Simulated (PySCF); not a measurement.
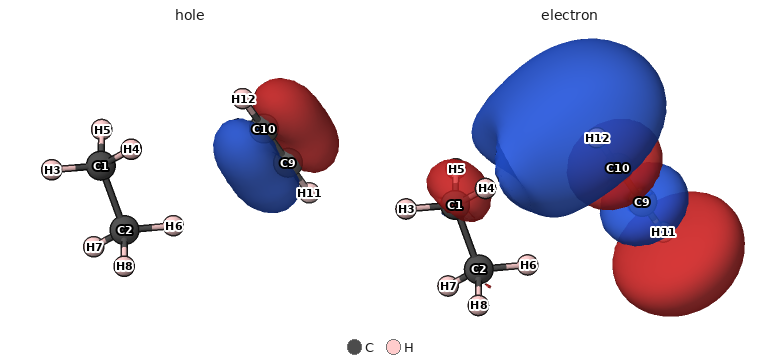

*C4H8, SMILES `CC.C#C`. Leading natural transition orbital pair of S₄ (TDA singlet states); the surfaces enclose about 70 % of each orbital's density.*

Computed with PySCF, CAM-B3LYP/def2-SVP, geometry: GFN2-xTB. The pair's geometry is semi-empirical, so its contact may be too short or too long. Without diffuse functions Rydberg states are missing, so the states' numbers hold for this basis only.

Input script:

```python
import numpy as np
from pyscf import gto, scf, dft, tdscf
from pyscf.scf import atom_ks, atom_hf
from scipy.linalg import block_diag

def solve(mol, dm0=None, hcore=None):
    mf = (dft.UKS if mol.spin else dft.RKS)(mol, xc='camb3lyp')
    mf.grids.level = 3
    mf = mf.density_fit(auxbasis='def2-universal-jkfit')
    mf.conv_tol, mf.max_cycle = 1e-8, 80
    if hcore is not None:
        mf.get_hcore = lambda *args: hcore
    mf.kernel(dm0)
    if not mf.converged:
        mf = mf.newton().run(mf.mo_coeff, mf.mo_occ, max_cycle=30)
    assert mf.converged, 'SCF not converged'
    return mf

mol = gto.M(atom='''
C     -1.89649     0.63306    -0.10763
C     -1.53359    -0.83091     0.09179
H     -2.96363     0.74416    -0.28763
H     -1.63896     1.21428     0.77535
H     -1.36185     1.04436    -0.96114
H     -0.46394    -0.93856     0.25922
H     -1.80284    -1.41330    -0.78655
H     -2.06085    -1.24233     0.94972
C      2.52541    -0.36518    -0.09694
C      1.88540     0.61956     0.11775
H      3.08693    -1.23217    -0.28446
H      1.32074     1.48432     0.30563
''', basis='def2-svp', charge=0, spin=0, verbose=4)
mf = solve(mol)
td = mf.TDA()
td.nstates, td.singlet, td.conv_tol = 5, True, 1e-5
td.kernel()
td.analyze()
x, y = np.array([p[0] for p in td.xy]), np.array([p[1] + 0 * p[0] for p in td.xy])
f, mu = td.oscillator_strength(), td.transition_dipole()
nto = [td.get_nto(state=i + 1, verbose=4) for i in range(len(td.e))]
# spherically averaged free atoms, for the promolecule
atm = atom_ks.get_atm_nrks(mol, xc='camb3lyp')
pro = block_diag(*[(atm[a[0]][2] * atm[a[0]][3]) @ atm[a[0]][2].T for a in mol._atom])
np.savez('result.npz', e=td.e, f=f, ok=td.converged, w=[n[0] for n in nto], nto=[n[1] for n in nto], x=x, y=y, c=mf.mo_coeff, occ=mf.mo_occ, eps=mf.mo_energy, pro=pro, mu=mu)
```

Command:

```sh
OMP_NUM_THREADS=1 python input.py
```

The run took 3.2 min on 1 thread of Arm Neoverse V1, with other jobs on the host, peak memory 0.56 GiB.

Q: Where does the state lie, and where do hole and electron sit?

A: 9.54 eV (130 nm), f = 0.004, partly diffuse acceptor orbital, which a basis without diffuse functions describes poorly; the leading pair carries 99 %; hole on C9 and C10 (45 % each), electron on H12 (35 %), C10 (18 %) and H11 (16 %) (atom shares of so diffuse an orbital are rough); their centroids lie 1.3 Å apart; S₅ lies within 0.1 eV of it. In canonical orbitals it is mainly HOMO → LUMO+2 (56 %). The HOMO–LUMO gap is 12.08 eV.
